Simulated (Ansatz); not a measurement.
```xyz
8

O    -1.4954   -0.1948    0.4573
Mo    0.2983   -0.0373    0.1105
F     0.7484   -0.5702    1.8139
Cl    0.5162   -2.2341   -0.4615
Cl   -0.5017    0.6092   -1.9769
Cl    0.4036    2.0916    0.9214
Cl    2.3574    0.3018   -0.7826
H    -2.2347   -0.0235   -0.1380
```

Geometry: PBE0-D4/def2-TZVP; core potentials replace the inner electrons of Mo.

Theory: RKS PBE0-D4/def2-TZVPP (Ansatz).

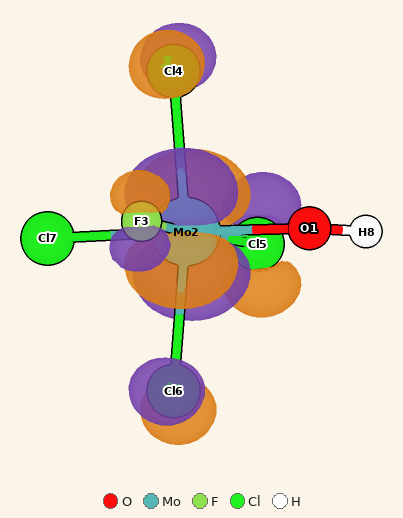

Cl4FHMoO (SMILES [OH][Mo]([F])([Cl])([Cl])([Cl])[Cl]). The LUMO at ±0.15 Å⁻³ᐟ² (orange and purple are the two phases), seen across its widest extent.

> Where does this orbital lie, and at what energy?

By Hirshfeld shares it lies mainly on Mo2 (about 60 %), Cl5 (about 10 %), Cl4 (about 10 %), Cl6 (about 10 %) and F3 (about 5 %). Its energy is −5.49 eV.
